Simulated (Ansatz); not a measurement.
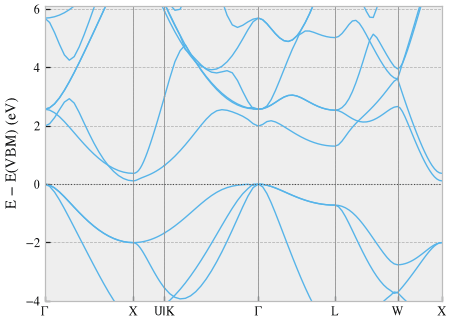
Figure. Band structure from plane-wave PAW LDA (Ansatz code)

**Question.** Read off the gap and where the band edges lie.

**Answer.** About 0.1 eV (0.11 eV by a search for the band edges); maximum at Γ, minimum at X.

The material is Mg2Si (fluorite or antifluorite type, Fm-3m).

The cell was relaxed with LDA under the symmetry of its start; phonons on a q-mesh show no instability.

Potentials: the later of the program's two PAW sets.
